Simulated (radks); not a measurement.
Atomic calculation, with input and output: Sr

System: a free Sr atom in the configuration [Kr] 5s2.
Method: Dirac Kohn-Sham, PBE, spin-unpolarised, spherical densities, finite nucleus (the in-house radial solver radks).

### The input
```
Z 38
configuration [Kr] 5s2
relativity Dirac
functional pbe,pbe
spin unpolarised
j_filling energy
nucleus finite rms 4.224 fm
c 137.035999084
```

Energies in input and log are in hartree, lengths in bohr (the nuclear radius in fm).

### Log
```
1s1/2   1   2.0000        -585.43914607
2s1/2   1   2.0000         -79.25963610
2p1/2   1   2.0000         -72.13006126
2p3/2   1   4.0000         -69.61611649
3s1/2   1   2.0000         -12.25977756
3p1/2   1   2.0000          -9.67066405
3p3/2   1   4.0000          -9.28527721
3d3/2   1   4.0000          -4.74203693
3d5/2   1   6.0000          -4.67478530
4s1/2   1   2.0000          -1.50242499
4p1/2   1   2.0000          -0.86741050
4p3/2   1   4.0000          -0.82477802
5s1/2   1   2.0000          -0.12957193
Etot -3179.7659296781185
Ekin 3275.3801831352503
Encl -7673.168593781607
Eh 1323.096980578248
Exc -105.07449961000916
err 5.181537734187896e-09
it 14
```

### Slater integrals of the outer shells (hartree)

| integral | value |
| --- | --- |
| F0(5s1/2,5s1/2) | 0.2083 |
| F0(5s1/2,4p3/2) | 0.2641 |
| G1(5s1/2,4p3/2) | 0.0176 |
| F0(5s1/2,4p1/2) | 0.2646 |
| G1(5s1/2,4p1/2) | 0.0167 |
| F0(5s1/2,4s1/2) | 0.2675 |
| G0(5s1/2,4s1/2) | 0.0100 |
| F0(4p3/2,4p3/2) | 0.5717 |

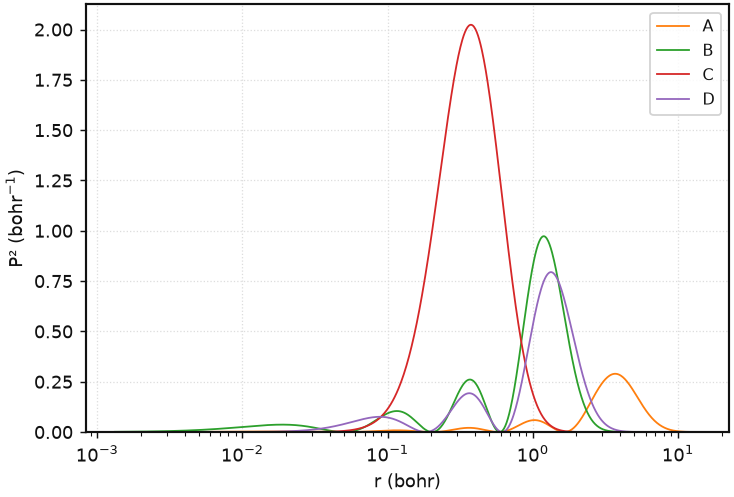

Fig. 1: The radial probability densities P² (large components) of 4p3/2, 3d3/2, 4s and 5s. A is 5s; B is 4s; C is 3d3/2; D is 4p3/2. 3d3/2: outer maximum at 0.375 bohr, ⟨r⟩ = 0.496 bohr, 0 nodes, eigenvalue −129.0 eV; 4s: outer maximum at 1.19 bohr, ⟨r⟩ = 1.36 bohr, 3 nodes, eigenvalue −40.9 eV; 4p3/2: outer maximum at 1.34 bohr, ⟨r⟩ = 1.58 bohr, 2 nodes, eigenvalue −22.4 eV; 5s: outer maximum at 3.70 bohr, ⟨r⟩ = 4.33 bohr, 4 nodes, eigenvalue −3.53 eV.

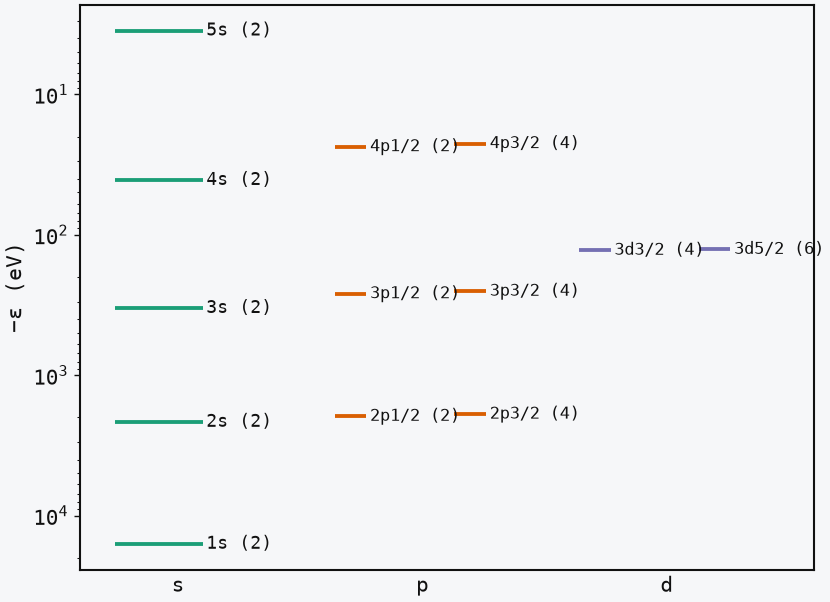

Fig. 2: All occupied levels, on a logarithmic scale of binding energy, are drawn (occupations in brackets, the lower j at the left of each column). The highest occupied level is 5s at −3.53 eV. The highest 6 occupied levels, from the top down, are 5s (−3.53 eV), 4p3/2 (−22.4 eV), 4p1/2 (−23.6 eV), 4s (−40.9 eV), 3d5/2 (−127.2 eV), 3d3/2 (−129.0 eV). Spin-orbit splittings: 4p 1.16 eV, 3d 1.83 eV, 3p 10.5 eV, 2p 68.4 eV.

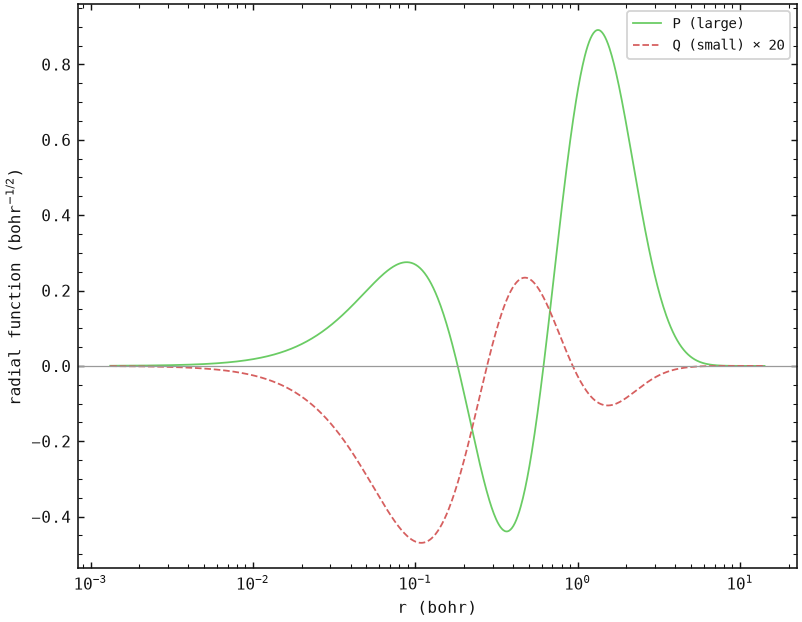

Fig. 3: The large and small radial components of one occupied spinor. It is 4p3/2. The spinor has κ = −2: the large component has l = 1 and 2 radial nodes (r = 0.183 and 0.617 bohr), the small one has l = 2. The small component carries 0.014 % of the norm; ⟨r⟩ = 1.58 bohr and the eigenvalue is −22.4 eV. The nodes of P give n − l − 1 and its extent picks the shell; Q has as many nodes as P for κ < 0 and one more for κ > 0.

### Summary

| quantity | value |
| --- | --- |
| outcome | converged |
| total energy | −3179.7659 hartree |
| kinetic energy | 3275.3802 hartree |
| electron–nucleus energy | −7673.1686 hartree |
| Hartree energy | 1323.0970 hartree |
| exchange–correlation energy | −105.074500 hartree |
| radius at density 0.001 e/bohr³ | 5.26 bohr |
| SCF iterations | 14 |
| hardware | 1 CPU thread, shared host |
